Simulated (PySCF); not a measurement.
C$_{3}$H$_{14}$BNSi$_{2}$

Input file:

```
{"job": {"kind": "nmr", "xc": "PBE0", "basis": "pcSseg-1"}, "charge": 0, "multiplicity": 1}
B      2.076621     1.648013     0.921385
N      1.611000     0.511007     0.241317
Si     2.237692    -1.087643     0.620518
Si     0.343666     0.610638    -0.976284
C     -1.134113    -0.470073    -0.438998
C     -1.673824    -0.045530     0.926284
C     -2.246699    -0.424900    -1.482636
H      1.630739     2.701308     0.668138
H      2.911638     1.536939     1.737088
H      1.372226    -1.710580     1.630001
H      2.218293    -1.866943    -0.619837
H      3.602928    -0.949298     1.118374
H     -0.061492     2.008672    -1.119253
H      0.913125     0.106950    -2.235136
H     -0.797159    -1.509994    -0.355293
H     -2.054834     0.973364     0.885193
H     -2.486485    -0.699946     1.242393
H     -0.889696    -0.083644     1.680013
H     -2.626797     0.588660    -1.589009
H     -3.076463    -1.069413    -1.194806
H     -1.879287    -0.750644    -2.452626
```

Launched as:

```sh
OMP_NUM_THREADS=1 python probes_run.py task.json out
```

Geometry: GFN2-xTB.

Theory: PBE0/pcSseg-1, SCF density, gas phase, non-relativistic in PySCF.

### What will maps of the electron density and electron localisation function show?

B–N (1.40 Å): ρ at the midpoint is about 1.9 e/Å³; the ELF peaks at about 0.90 between the atoms, as expected for a short, strongly polar bond.
Si–N (1.76 Å): ρ at the midpoint is about 1 e/Å³; the ELF peaks at about 0.90 between the atoms; a polar covalent bond.
B–H (1.17 Å): ρ is about 1.3 e/Å³ halfway; the ELF climbs to about 1 towards the hydrogen, as it does in any bond to H; a covalent bond by its length.

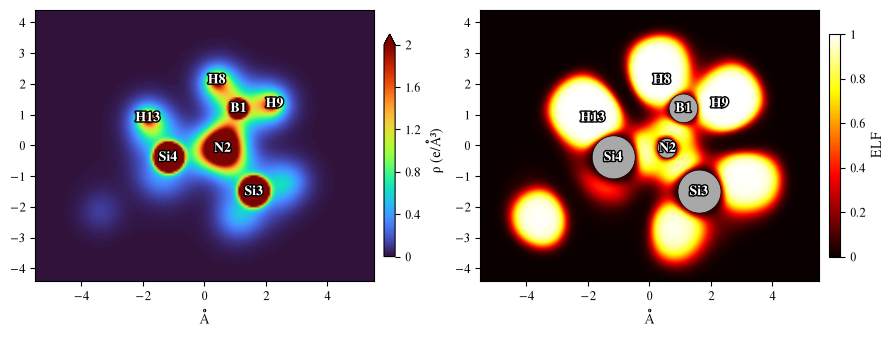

Computed electron density and electron localisation function on the plane of atoms N2, B1 and H9, in this order. Grey discs cover the atomic cores in the ELF map. 
